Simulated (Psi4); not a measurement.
# NO+ (nitrosonium) at MP2/aug-cc-pVTZ

Aim: the energy change on altering one bond length of NO+ (nitrosonium) at MP2/aug-cc-pVTZ, from 2 runs. 

Program for the calculation: Psi4 1.11.

2 further runs of the same task are left out: 1 that didn't finish, 1 set aside as unsound or not needed.

## 1. The structure to begin with

The species is NO+ (2 atoms), meant as a singlet with charge +1. As SMILES, `N#[O+]`. Geometry: the measured bond length.

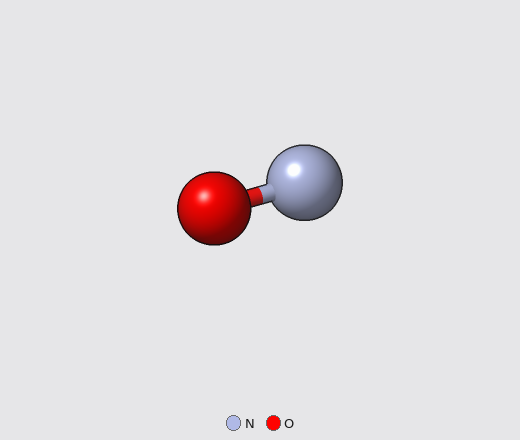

The structure, seen from a chosen angle (nitrogen light blue, oxygen red).

## 2. The energy at MP2/aug-cc-pVTZ

The input, calc.in:

```
memory 1.6 GB

molecule mol {
  1 1
  N
  O 1 1.06322
  units angstrom
  symmetry c1
}

set globals {
  basis aug-cc-pVTZ
  reference rhf
  puream true
  e_convergence 1e-09
  d_convergence 1e-08
  scf_type pk
  num_frozen_docc 2
  mp2_type conv
}

energy("mp2")
```

Command:

```console
$ psi4 calc.in calc.out -n 1
```

calc.out (excerpt; [...] marks lines left out):

```text
[...]
  Running in c1 symmetry.
[...]
  Nuclear repulsion =   27.871864522413055
[...]
  Multiplicity = 1
[...]
  Nalpha       = 7
  Nbeta        = 7
[...]
    Number of basis functions: 92
[...]
   @RHF iter   1:  -128.90478002594978   -1.21483e-01   3.84866e-03 DIIS/ADIIS
[...]
   @RHF iter   9:  -128.96624568420489   -2.89049e-11   3.11263e-09 DIIS
[...]
    Orbital Energies [Eh]
    ---------------------
    Doubly Occupied:
       1A    -21.208419     2A    -16.235966     3A     -2.152769
       4A     -1.349319     5A     -1.149491     6A     -1.149491
       7A     -1.139008
[...]
  @RHF Final Energy:  -128.96624568420489
   => Energetics <=
    Nuclear Repulsion Energy =             27.8718645224130555
    One-Electron Energy =                -224.9072959132487881
    Two-Electron Energy =                  68.0691857066308330
    Total Energy =                       -128.9662456842048925
[...]
 Multipole Moments:
 ------------------------------------------------------------------------------------
     Multipole            Electronic (a.u.)      Nuclear  (a.u.)        Total (a.u.)
 ------------------------------------------------------------------------------------
 L = 1.  Multiply by 2.5417464519 to convert [e a0] to [Debye]
 Dipole X            :          0.0000000            0.0000000            0.0000000
 Dipole Y            :         -0.0000000            0.0000000           -0.0000000
 Dipole Z            :         -0.2570034            0.0040314           -0.2529721
 Magnitude           :                                                    0.2529721
[...]
	SCS-MP2 Total Energy (a.u.)        :  -129.36714349500392
	SOS-MP2 Total Energy (a.u.)        :  -129.36251787840018
	SCSN-MP2 Total Energy (a.u.)       :  -129.15161641566894
[...]
	SOS-PI-MP2 Total Energy (a.u.)     :  -129.39300035487676
[...]
	MP2 Total Energy (a.u.)            :  -129.37639472821144
[...]
```

Run time: 3.9 s. Hardware: 1 thread of AMD EPYC 9B14 (Zen 4), shared host; peak memory 0.49 GiB.

## 3. The distorted shape

The input, job.dat:

```
memory 1.6 GB

molecule geom {
  1 1
  N
  O 1 R2

  R2 = 1.2227
  symmetry c1
}

set reference rhf
set puream true
set e_convergence 1e-09
set d_convergence 1e-08
set scf_type pk
set num_frozen_docc 2
set mp2_type conv

energy("mp2/aug-cc-pVTZ")
```

Command:

```console
$ psi4 job.dat job.out -n 1
```

job.out (excerpt; [...] marks lines left out):

```text
[...]
  Running in c1 symmetry.
[...]
  Nuclear repulsion =   24.236463398642353
[...]
  Multiplicity = 1
[...]
  Nalpha       = 7
  Nbeta        = 7
[...]
    Number of basis functions: 92
[...]
   @RHF iter   1:  -128.78438814893923   -4.76153e-01   4.61917e-03 ADIIS/DIIS
[...]
   @RHF iter  10:  -128.87124940875572   -5.03064e-12   3.91367e-09 DIIS
[...]
    Orbital Energies [Eh]
    ---------------------
    Doubly Occupied:
       1A    -21.210285     2A    -16.293085     3A     -1.993378
       4A     -1.372718     5A     -1.112144     6A     -1.056552
       7A     -1.056552
[...]
  @RHF Final Energy:  -128.87124940875572
   => Energetics <=
    Nuclear Repulsion Energy =             24.2364633986423534
    One-Electron Energy =                -218.0259983289774652
    Two-Electron Energy =                  64.9182855215794063
    Total Energy =                       -128.8712494087557161
[...]
 Multipole Moments:
 ------------------------------------------------------------------------------------
     Multipole            Electronic (a.u.)      Nuclear  (a.u.)        Total (a.u.)
 ------------------------------------------------------------------------------------
 L = 1.  Multiply by 2.5417464519 to convert [e a0] to [Debye]
 Dipole X            :          0.0000000            0.0000000            0.0000000
 Dipole Y            :          0.0000000            0.0000000            0.0000000
 Dipole Z            :         -0.4625263            0.0046361           -0.4578903
 Magnitude           :                                                    0.4578903
[...]
	SCS-MP2 Total Energy (a.u.)        :  -129.33243103573960
	SOS-MP2 Total Energy (a.u.)        :  -129.29043378368226
	SCSN-MP2 Total Energy (a.u.)       :  -129.09299489961847
[...]
	SOS-PI-MP2 Total Energy (a.u.)     :  -129.36029784617000
[...]
	MP2 Total Energy (a.u.)            :  -129.34656147736652
[...]
```

Run time: 3.9 s. Hardware: 1 thread of AMD EPYC 9B14 (Zen 4), shared host; peak memory 0.49 GiB.

## 4. What came out

Level: MP2/aug-cc-pVTZ, 2 core orbitals frozen.

```
                                                         quantity          value
                                        first shape: total energy  -129.37639 Eh
                 first shape: HOMO energy (Hartree–Fock orbitals)      -30.99 eV
                 first shape: LUMO energy (Hartree–Fock orbitals)       -7.60 eV
               first shape: HOMO–LUMO gap (Hartree–Fock orbitals)       23.39 eV
         first shape: correlation energy (2 core orbitals frozen)     -410.1 mEh
                                    distorted shape: total energy  -129.34656 Eh
             distorted shape: HOMO energy (Hartree–Fock orbitals)      -28.75 eV
             distorted shape: LUMO energy (Hartree–Fock orbitals)       -9.64 eV
           distorted shape: HOMO–LUMO gap (Hartree–Fock orbitals)       19.11 eV
     distorted shape: correlation energy (2 core orbitals frozen)     -475.3 mEh
energy change with the N1–O2 bond stretched from 1.063 to 1.223 Å       0.812 eV
```

**Reading.** With the N1–O2 bond stretched from 1.063 to 1.223 Å the energy rises by 0.81 eV (18.7 kcal/mol). The first shape isn't relaxed at this level, so the change isn't measured from a minimum.
